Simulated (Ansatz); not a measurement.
## Electronic structure of CH$_{8}$BNSi in real space

Input file:

```
crystal:
  periodic: [false, false, false]
  atoms:
    - { symbol: C, position_ang: [-0.5182, 1.9334, 0.1689] }
    - { symbol: "N", position_ang: [-0.8057, 0.5322, 0.1307] }
    - { symbol: B, position_ang: [0.4579, -0.212, -0.2162] }
    - { symbol: Si, position_ang: [0.5586, -2.1404, -0.3082] }
    - { symbol: H, position_ang: [-1.5124, 2.4908, 0.3936] }
    - { symbol: H, position_ang: [-0.2404, 2.3541, -0.8449] }
    - { symbol: H, position_ang: [0.2213, 2.2503, 0.9279] }
    - { symbol: H, position_ang: [-1.0472, 0.2592, 1.088] }
    - { symbol: H, position_ang: [1.5026, 0.3845, -0.3768] }
    - { symbol: H, position_ang: [0.8837, -2.5688, -1.6335] }
    - { symbol: H, position_ang: [1.424, -2.6943, 0.6986] }
    - { symbol: H, position_ang: [-0.8472, -2.6441, 0.0057] }
basis:
  gaussian: { orbitals: def2-SVP }
hamiltonian:
  xc: pbe
  dispersion: d4
relax:
  f_tol: 0.02
  max_steps: 50
output:
  orbitals: {}
```

Run with:

```sh
ansatz run input.yaml --threads 2 --pin off --max-ram 3072MiB --backend cpu --events-out ev --progress --plain --runs-dir out
```

The fields are those of the run's last geometry, not of the input's.

Theory: RKS PBE-D4/def2-SVP (Ansatz 0.2.0).

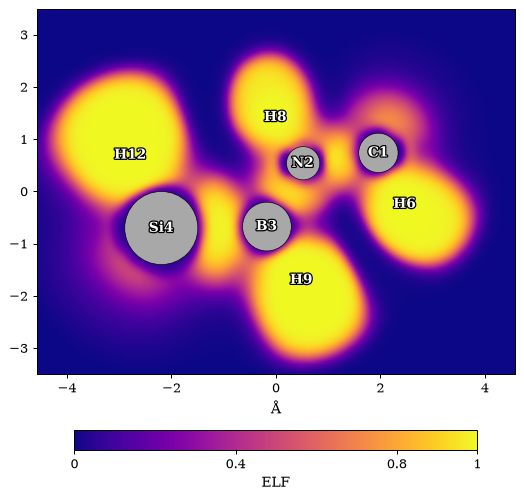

Figure 1. Electron localisation function on the plane of atoms B3, Si4 and H12. Grey discs cover the atomic cores.

### What does the map show?

- The section cuts through C, N, B, Si and H sites.
- B–N (1.40 Å): the ELF peaks at about 0.90 between the atoms; a short, strongly polar bond.
- C–N (1.45 Å): the ELF peaks at about 0.95 between the atoms (a covalent bond).
- Si–B (2.02 Å): the ELF peaks at about 1 between the atoms (a covalent bond).
- N–H (1.03 Å): the ELF climbs to about 1 towards the hydrogen, as it does in any bond to H (a covalent bond by its length).
- C–H (1.11 Å): the ELF climbs to about 1 towards the hydrogen: an ordinary covalent bond to hydrogen.

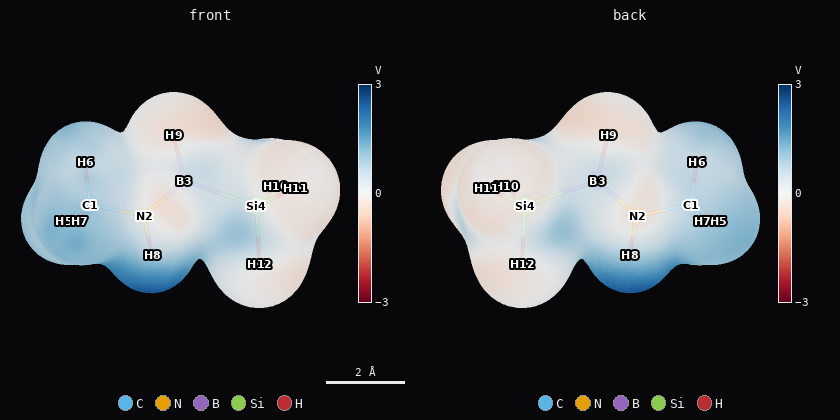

Figure 2. The electrostatic potential painted on the density surface at 0.004 e/bohr³, seen from the front and from behind; the colour scale runs from red (negative) to blue (positive).

### Where is the surface potential most negative and most positive?

The most negative region (about −0.4 V) lies over H9, the most positive (about +2.4 V) over H8.

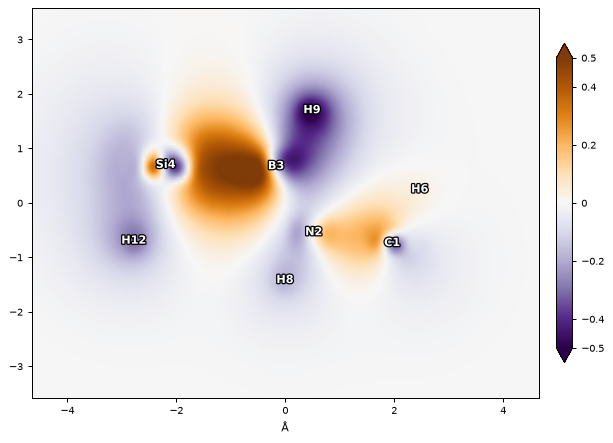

Figure 3. The HOMO on the plane of atoms C1, N2 and B3 (values in Å⁻³ᐟ²; the overall sign is arbitrary).

### Where does this orbital lie, and at what energy?

Its weight (Hirshfeld) is mainly on Si4 (about 35 %), B3 (about 35 %) and H9 (about 15 %). Its energy is −6.54 eV.
